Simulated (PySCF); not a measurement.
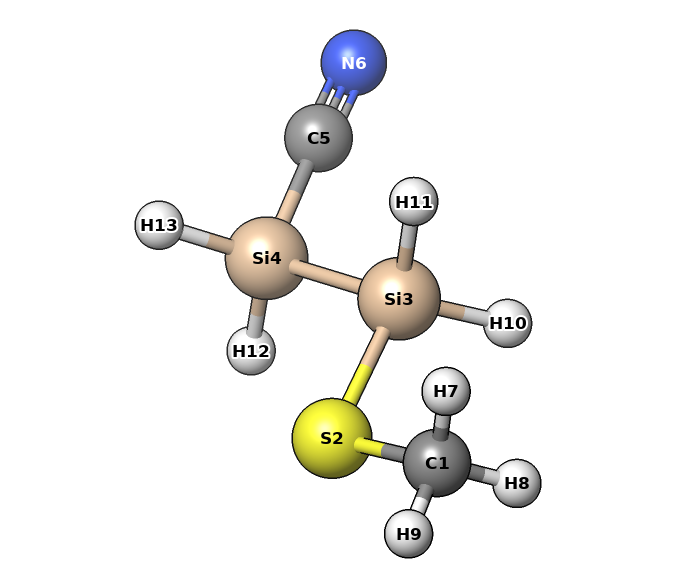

Computed geometry: PBE0-D3(BJ)/def2-SVP optimisation. No frequency run is at hand to confirm it as a minimum. Level of theory: delta-SCF UKS PBE0, pcX-2 on the ionised atom, pcseg-1 elsewhere, spin-free X2C (PySCF 2.14.0).

Give the core-electron binding energies (to vacuum; p and d levels without spin–orbit splitting) of C1 1s, S2 1s, S2 2p, Si3 1s, Si3 2p, Si4 1s, Si4 2p, C5 1s, N6 1s.

```
atom  level  binding energy (eV)
  C1     1s                291.2
  S2     1s               2474.3
  S2     2p                169.2
 Si3     1s               1844.8
 Si3     2p                107.0
 Si4     1s               1845.2
 Si4     2p                107.5
  C5     1s                291.3
  N6     1s                404.6
```
